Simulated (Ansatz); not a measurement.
## Run report: ZrPH4Cl3O, geometry relaxation (part 2 of 2)

The same run, continued: ZrPH4Cl3O; RKS BLYP-D4/def2-SVP (Ansatz 0.2.0). The input holds or restrains some coordinates. It belongs to a series of runs on one base structure; here: pulled along the bonds that form and break, towards end A.

Geometry of the input (Å):
```
Zr 0.0000  0.0000  0.0000
O  0.0000  0.0000  2.4200
H  -0.9095  -0.2814  2.7571
Cl 2.3764  0.0000  -0.8392
Cl -1.1869  2.0563  -0.8392
Cl -1.1869  -2.0563  -0.8392
P  1.4979  -2.2747  0.9050
H  0.7017  -3.4444  0.7861
H  2.6682  -2.4171  0.1133
H  0.7549  -1.1463  2.1706
```

Trajectory as extended XYZ, continued
```
10
Properties=species:S:1:pos:R:3:forces:R:3 step=4 energy=-50238.16749
Zr   -0.1676    0.2319    0.0755    1.9661  -3.0796   1.2942
O    -0.2111    0.2346    2.1614   -1.1138  -0.2963  -1.7914
H    -0.8802   -0.2543    2.7337    0.8509   0.6710  -0.6438
Cl    2.2737    0.0589   -0.8196   -1.9245   0.8497   0.4995
Cl   -1.2005    2.0774   -0.8471   -0.3429   0.5282  -0.2104
Cl   -1.1788   -1.9436   -0.8164    0.3007   1.9225   0.5317
P     1.7148   -2.5984    1.2525    1.1758  -1.5282   1.5368
H     0.6908   -3.4508    0.7768   -0.1384   0.3588  -0.3028
H     2.6305   -2.3939    0.1361   -1.1610   0.5883   0.4425
H     1.0440   -1.5258    1.9817    0.3870  -0.0143  -1.3563
10
Properties=species:S:1:pos:R:3:forces:R:3 step=5 energy=-50239.38178
Zr   -0.1398    0.1902    0.0648    1.0184  -1.3738   0.9512
O    -0.2356    0.2288    2.0996   -0.7515  -0.2460  -1.4349
H    -0.8618   -0.2387    2.7187    0.6222   0.4858  -0.4888
Cl    2.1923    0.0974   -0.7986   -1.2757   0.5414   0.3529
Cl   -1.2034    2.0793   -0.8476   -0.0463  -0.0041   0.0355
Cl   -1.1679   -1.8648   -0.7947    0.1776   1.1516   0.3247
P     1.7994   -2.7206    1.3782    0.6628  -0.9604   0.4754
H     0.6936   -3.4181    0.7628    0.2037   0.3961  -0.0343
H     2.5632   -2.3640    0.1585   -1.0070   0.2371   0.7667
H     1.0759   -1.5535    1.8928    0.3956  -0.2277  -0.9482
10
Properties=species:S:1:pos:R:3:forces:R:3 step=6 energy=-50239.66620
Zr   -0.1173    0.1720    0.0302    0.5781  -0.7037   1.1009
O    -0.2236    0.2596    2.0576   -0.6225  -0.5732  -1.1955
H    -0.6936   -0.3450    2.7008    0.5149   0.7291  -0.6061
Cl    2.1889    0.2382   -0.7872   -0.9381   0.2137   0.2716
Cl   -1.2396    2.0452   -0.8650    0.0267  -0.0772   0.0655
Cl   -1.1922   -1.8320   -0.8128    0.1896   0.8153   0.2182
P     1.7596   -2.7514    1.4400    0.4825  -0.7466   0.3419
H     0.6558   -3.4137    0.7823    0.2164   0.3180  -0.0350
H     2.5349   -2.3880    0.2437   -0.8083   0.2228   0.5354
H     1.0428   -1.5489    1.8449    0.3606  -0.1984  -0.6970
10
Properties=species:S:1:pos:R:3:forces:R:3 step=7 energy=-50239.94717
Zr   -0.0556    0.0798   -0.0497   -0.4210   0.5167   1.6803
O    -0.2217    0.2151    1.9565    0.4124   0.5204  -2.4384
H    -0.5366   -0.3680    2.6434   -0.3559  -0.5283   0.8180
Cl    2.1795    0.3770   -0.7982   -0.0689  -0.0349  -0.0355
Cl   -1.2505    1.9958   -0.7728    0.1364  -0.1952  -0.0157
Cl   -1.2679   -1.7798   -0.8765    0.0860   0.0359  -0.0562
P     1.7505   -2.8162    1.5569    0.1478  -0.3073  -0.0931
H     0.6462   -3.3741    0.8162    0.0837   0.0141   0.0275
H     2.4036   -2.3154    0.3760   -0.0158  -0.0640   0.0357
H     1.0684   -1.5781    1.7826   -0.0046   0.0426   0.0774
10
Properties=species:S:1:pos:R:3:forces:R:3 step=8 energy=-50239.99134
Zr   -0.0731    0.0941   -0.0087   -0.1153   0.2141   1.4112
O    -0.1930    0.2206    1.9950   -0.0053  -0.0044  -1.6432
H    -0.5594   -0.3142    2.7192   -0.0292   0.0405   0.1403
Cl    2.1340    0.3590   -0.8429   -0.0472  -0.0079   0.0312
Cl   -1.2392    1.9745   -0.8114   -0.0280   0.0237  -0.0069
Cl   -1.2138   -1.7695   -0.9214    0.0186   0.0416   0.0122
P     1.7454   -2.8283    1.5416    0.1869  -0.3908   0.0381
H     0.6622   -3.3848    0.7769    0.0239  -0.0022   0.0002
H     2.4102   -2.3052    0.3823   -0.0058   0.0164  -0.0122
H     1.0425   -1.6101    1.8039    0.0015   0.0689   0.0291
10
Properties=species:S:1:pos:R:3:forces:R:3 step=9 energy=-50239.98477
Zr   -0.0711    0.0851    0.0004   -0.0634   0.2312   1.5263
O    -0.1591    0.2123    2.0102   -0.4504  -0.3553  -1.0844
H    -0.6412   -0.2174    2.7608    0.3909   0.3855  -0.5332
Cl    2.1269    0.3554   -0.8431   -0.0051   0.0024   0.0153
Cl   -1.2432    1.9593   -0.8076   -0.0416   0.0339   0.0020
Cl   -1.2065   -1.7679   -0.9310   -0.0183  -0.0010   0.0087
P     1.7557   -2.8464    1.5258    0.2094  -0.3843   0.0597
H     0.6806   -3.4027    0.7522   -0.0083  -0.0038  -0.0079
H     2.4195   -2.3120    0.3735    0.0306   0.0142  -0.0471
H     1.0540   -1.6296    1.7932   -0.0437   0.0772   0.0607
10
Properties=species:S:1:pos:R:3:forces:R:3 step=10 energy=-50239.99571
Zr   -0.0654    0.0798   -0.0009   -0.1090   0.2628   1.5623
O    -0.1578    0.2017    2.0077   -0.1933  -0.1139  -1.4883
H    -0.6605   -0.1798    2.7556    0.1474   0.1438  -0.1407
Cl    2.1321    0.3635   -0.8378    0.0117  -0.0034   0.0038
Cl   -1.2476    1.9548   -0.7967   -0.0267   0.0156   0.0021
Cl   -1.2128   -1.7680   -0.9262   -0.0135  -0.0143  -0.0034
P     1.7616   -2.8533    1.5234    0.1997  -0.3806   0.0219
H     0.6850   -3.4067    0.7485   -0.0011  -0.0089   0.0026
H     2.4226   -2.3179    0.3688    0.0299   0.0115  -0.0309
H     1.0587   -1.6380    1.7921   -0.0452   0.0875   0.0706
10
Properties=species:S:1:pos:R:3:forces:R:3 step=11 energy=-50240.00717
Zr   -0.0611    0.0658   -0.0012   -0.2103   0.2036   1.7842
O    -0.1838    0.1526    2.0066   -0.0171   0.0412  -1.7762
H    -0.6870   -0.0260    2.8203    0.0501   0.0295  -0.0511
Cl    2.1401    0.3587   -0.8242    0.0217   0.0066  -0.0052
Cl   -1.2523    1.9385   -0.7897   -0.0160   0.0097  -0.0009
Cl   -1.2047   -1.7801   -0.9368   -0.0058  -0.0049  -0.0243
P     1.7711   -2.8748    1.4986    0.2182  -0.3580  -0.0108
H     0.7000   -3.4182    0.7090    0.0055  -0.0048   0.0021
H     2.4348   -2.3089    0.3572    0.0051  -0.0105   0.0049
H     1.0589   -1.6715    1.7946   -0.0514   0.0876   0.0773
10
Properties=species:S:1:pos:R:3:forces:R:3 step=12 energy=-50240.00936
Zr   -0.0558    0.0585   -0.0082   -0.1881   0.1693   1.7591
O    -0.1717    0.1396    1.9992   -0.0121   0.0457  -1.7911
H    -0.6641   -0.0189    2.8228    0.0340   0.0252  -0.0333
Cl    2.1427    0.3698   -0.8376   -0.0048  -0.0016   0.0070
Cl   -1.2658    1.9201   -0.7858   -0.0210   0.0453  -0.0059
Cl   -1.2006   -1.7753   -0.9705    0.0165  -0.0027   0.0007
P     1.7664   -2.8847    1.4986    0.2401  -0.3940  -0.0024
H     0.6820   -3.3977    0.7086   -0.0068  -0.0126  -0.0099
H     2.4168   -2.2857    0.3675    0.0159  -0.0026  -0.0148
H     1.0659   -1.6896    1.8399   -0.0737   0.1280   0.0905
10
Properties=species:S:1:pos:R:3:forces:R:3 step=13 energy=-50239.97859 accepted=F
Zr   -0.0542    0.0388   -0.0115   -0.2715   0.1879   1.8141
O    -0.1891    0.0861    1.9922   -0.8279   0.2199  -0.2399
H    -0.6911    0.1645    2.8696    0.8992  -0.1304  -1.6119
Cl    2.1481    0.3734   -0.8204    0.0075   0.0042  -0.0088
Cl   -1.2774    1.9061   -0.7647    0.0131   0.0018   0.0029
Cl   -1.1915   -1.7927   -0.9871    0.0109  -0.0154  -0.0212
P     1.7775   -2.9119    1.4700    0.2468  -0.3586  -0.0330
H     0.6983   -3.4153    0.6645    0.0094   0.0222   0.0104
H     2.4303   -2.2759    0.3552   -0.0501  -0.0088   0.0606
H     1.0650   -1.7370    1.8665   -0.0376   0.0774   0.0269
10
Properties=species:S:1:pos:R:3:forces:R:3 step=14 energy=-50240.01998 accepted=F
Zr   -0.0611    0.0510   -0.0183   -0.1650   0.2755   1.7151
O    -0.1617    0.1357    1.9845    0.0886   0.0496  -1.9365
H    -0.6545    0.0247    2.8096   -0.0941  -0.0041   0.1862
Cl    2.1386    0.3767   -0.8362   -0.0049  -0.0016  -0.0063
Cl   -1.2762    1.9298   -0.7643    0.0116  -0.0387  -0.0041
Cl   -1.1868   -1.7937   -0.9803   -0.0134  -0.0026  -0.0161
P     1.7657   -2.8921    1.4889    0.2304  -0.4281   0.0508
H     0.6831   -3.4055    0.6947    0.0041   0.0312   0.0140
H     2.4149   -2.2737    0.3660   -0.0484   0.0539   0.0301
H     1.0537   -1.7168    1.8899   -0.0089   0.0649  -0.0332
10
Properties=species:S:1:pos:R:3:forces:R:3 step=15 energy=-50240.01630
Zr   -0.0589    0.0537   -0.0102   -0.1825   0.2187   1.7338
O    -0.1699    0.1350    1.9948   -0.0092   0.0437  -1.7862
H    -0.6614    0.0088    2.8238    0.0208   0.0187  -0.0097
Cl    2.1403    0.3703   -0.8344   -0.0033  -0.0001   0.0019
Cl   -1.2690    1.9233   -0.7777   -0.0043   0.0038   0.0001
Cl   -1.1931   -1.7841   -0.9763    0.0025  -0.0033  -0.0049
P     1.7672   -2.8900    1.4938    0.2280  -0.3731   0.0057
H     0.6831   -3.4017    0.7015    0.0014  -0.0016  -0.0052
H     2.4156   -2.2789    0.3672   -0.0008  -0.0014  -0.0021
H     1.0618   -1.7003    1.8518   -0.0526   0.0946   0.0667
```

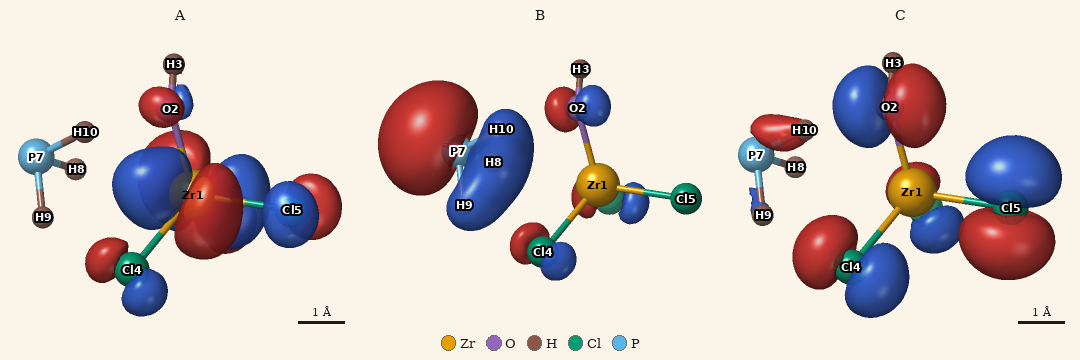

**Figure 1.** Three frontier orbitals at ±0.1 Å⁻³ᐟ² (blue and red are the two phases). C is the HOMO−1 (−7.56 eV). B is the HOMO (−6.55 eV). A is the LUMO (−2.93 eV). By Hirshfeld shares it lies mainly on Zr1 (70 %), Cl5 (10 %) and Cl6 (10 %). The HOMO–LUMO gap is 3.62 eV between the orbital energies.

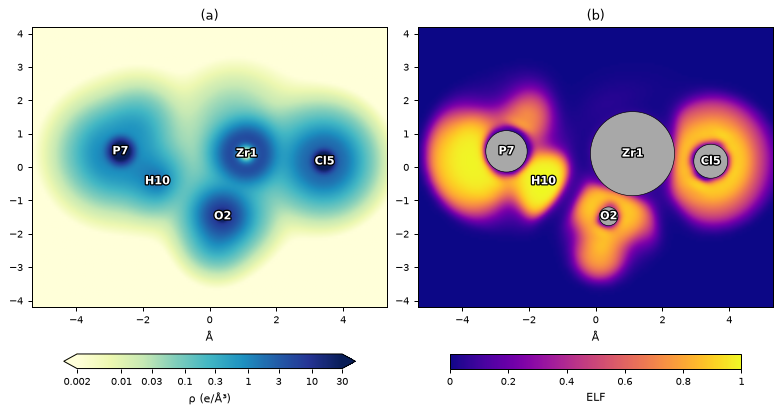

**Figure 2.** (a) total electron density; (b) ELF on the plane of atoms O2, Zr1 and Cl5. Grey discs, where drawn, cover atomic cores. Atoms in the plane: Zr, O, Cl, P and H. Zr–O (2.01 Å): ρ is about 0.73 e/Å³ halfway; the ELF peaks at about 0.80 in the valence shell of O, 0.6 Å from its nucleus, and drops to about 0.20 between the two atoms. Zr–Cl (2.36 Å): ρ at the midpoint is about 0.57 e/Å³; the ELF peaks at about 0.85 in the valence shell of Cl, 0.8 Å from its nucleus, and is about 0.35 at the midpoint.

Key numbers

| quantity | value |
| --- | --- |
| outcome | converged under the restraints of the input |
| total energy | −50240.0168 eV |
| mean-field energy | −50239.3067 eV |
| largest force (length of the vector) at the end, held atoms and coordinates included | 1.787 eV/Å |
| wall time | 32 s (CPU time 1.9 min) |
| peak memory | 0.24 GiB |
